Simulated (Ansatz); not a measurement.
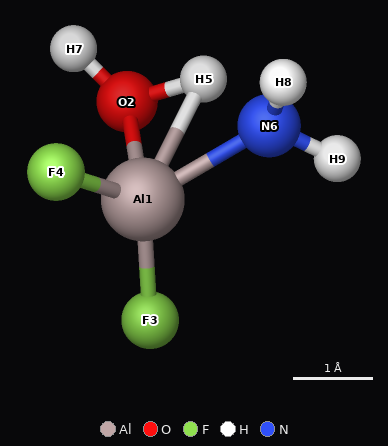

The structure as given in the input (ball-and-stick view, seen at a tilt; atoms are numbered from 1 in the order of the input). Sticks mark near contacts.

**Single-point calculation, with input and output: AlNH$_{4}$OF$_{2}$**

AlNH$_{4}$OF$_{2}$, computed with RKS PBE0-D4/def2-TZVPP (Ansatz 0.2.0).

The geometry is a transition state. The reaction was set up to form Al1–N6 and O2–H5 and to break Al1–O2 and H5–N6 (atoms counted from 1 in the order of the input); sticks are drawn by distance alone. The geometry comes from this level: PBE0-D4/def2-TZVP.

**Input**
```yaml
crystal:
  periodic: [false, false, false]
  atoms:
    - {symbol: Al, position_ang: [-0.595662, -0.680689, 0.105085]}
    - {symbol: O, position_ang: [-0.819410, 1.055101, -0.567834]}
    - {symbol: F, position_ang: [-1.039355, -1.824850, -0.994240]}
    - {symbol: F, position_ang: [-1.245384, -0.733899, 1.624817]}
    - {symbol: H, position_ang: [0.287563, 0.981052, -0.360008]}
    - {symbol: N, position_ang: [1.183647, -0.099581, 0.039643]}
    - {symbol: H, position_ang: [-1.286813, 1.740943, -0.085120]}
    - {symbol: H, position_ang: [1.699162, 0.018984, 0.900853]}
    - {symbol: H, position_ang: [1.816252, -0.457060, -0.662995]}
basis:
  gaussian: {orbitals: def2-TZVPP}
hamiltonian: {xc: pbe0, dispersion: d4}
output: {orbitals: {seedname: orbitals}}
```

Run as:
```bash
ansatz run in.yaml --threads 4 --pin off --events-out ev --progress --plain --max-ram 9574MiB
```

**Output**
```
Functional definition: PBE0
  name "PBE0"
  cite "Adamo & Barone, J. Chem. Phys. 110, 6158 (1999) doi:10.1063/1.478522"
  cite "Perdew, Burke & Ernzerhof, Phys. Rev. Lett. 77, 3865 (1996) doi:10.1103/PhysRevLett.77.3865"
  parent pbe
  parameter a = 0.25
  parameter kappa = 0.804
  parameter beta = 0.06672455060314922
  exchange = (1 - a)*pbe_x(kappa = kappa, mu = beta*pi^2/3) + a*exact_x
  correlation = pbe_c(beta = beta)
1154 factors; their error is unknown
mean field evaluation 1: about -15620.0741 eV, gradient 8.5e1 eV
mean field evaluation 2: about -15609.1773 eV, gradient 1.2e2 eV
mean field evaluation 4: about -15631.2199 eV, gradient 3.7e0 eV
mean field evaluation 8: about -15631.2815 eV, gradient 4.6e-2 eV
mean field -15631.28148188 eV, -574.4389991961 hartree, gradient 6.3e-5 eV, S^2 0.000000; 0 other end points of the search recorded, 0 dependent functions left out
reference -15631.28151376 eV, -574.4390003677 hartree; 25, 25 occupied and 197, 197 virtual orbitals, 1154 factors
Total energy: -15631.40369304 eV, -574.4434903731 hartree
```

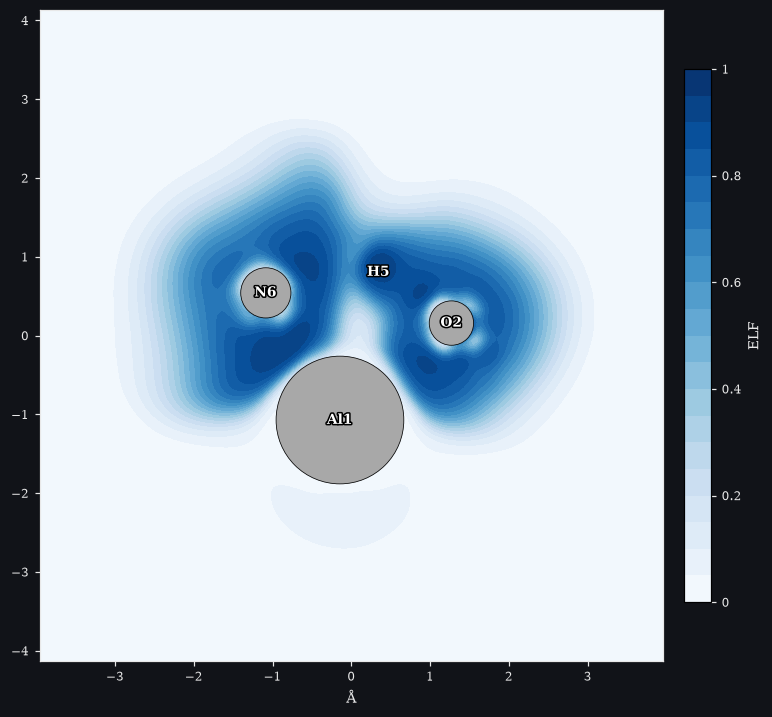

Electron localisation function on the plane of atoms Al1, H5 and O2. Grey discs, where drawn, cover atomic cores. Al–N (1.87 Å): the ELF peaks at about 0.95 in the valence shell of N, 0.7 Å from its nucleus, and is about 0.70 at the midpoint. Al–O (1.88 Å): the ELF peaks at about 0.90 in the valence shell of O, 0.6 Å from its nucleus, and is about 0.45 at the midpoint. Al–H (1.94 Å): the ELF climbs to about 0.85 towards the hydrogen, as it does in any bond to H.

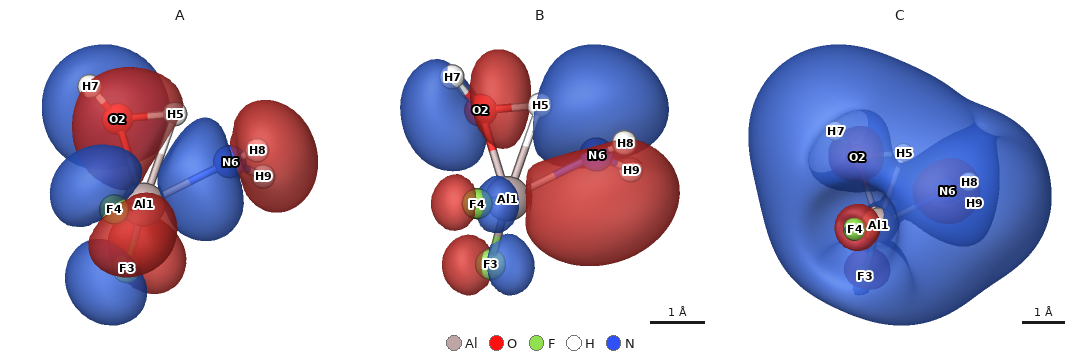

Three frontier orbitals at ±0.05 Å⁻³ᐟ² (blue and red are the two phases). A is the HOMO−1 (−10.32 eV). B is the HOMO (−8.50 eV). C is the LUMO (0.00 eV). It lies mainly on Al1 (30 %), H7 (20 %), O2 (10 %), H8 (10 %) and N6 (10 %). The HOMO–LUMO gap is 8.50 eV between the orbital energies.

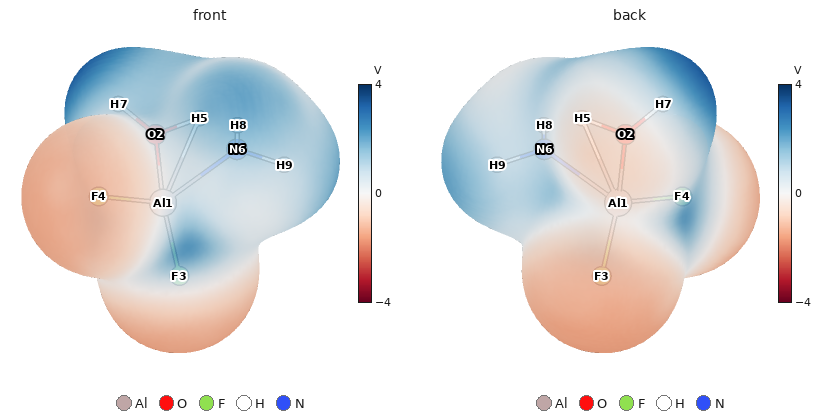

The electrostatic potential painted on the density surface at 0.002 e/bohr³, seen at a tilt and from behind; the colour scale runs from red (negative) to blue (positive).

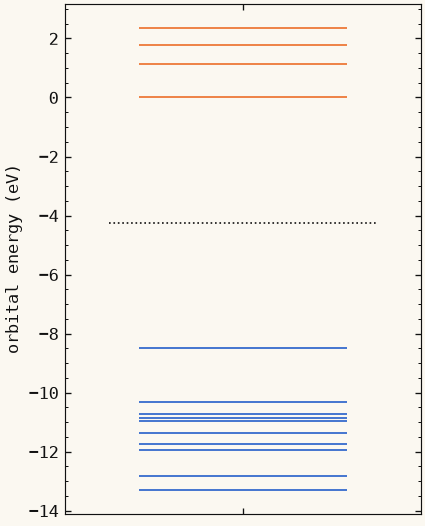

Orbital energies near the frontier; the dotted line parts filled from empty levels, and levels within 0.02 eV of each other stand side by side. Highest filled −8.50 eV, lowest empty 0.00 eV, 8.50 eV apart.

**Summary**

```csv
quantity,value
outcome,converged
total energy,−15631.4037 eV
mean-field energy,−15631.2815 eV
dispersion energy,−0.1222 eV
SCF solution under orbital rotations,stable
HOMO,−8.50 eV
LUMO,0.00 eV
hardware,"4 threads of Arm Neoverse V1, 23 GiB of memory available, shared host"
wall time,2.3 s (CPU time 8.4 s)
peak memory,0.47 GiB
```
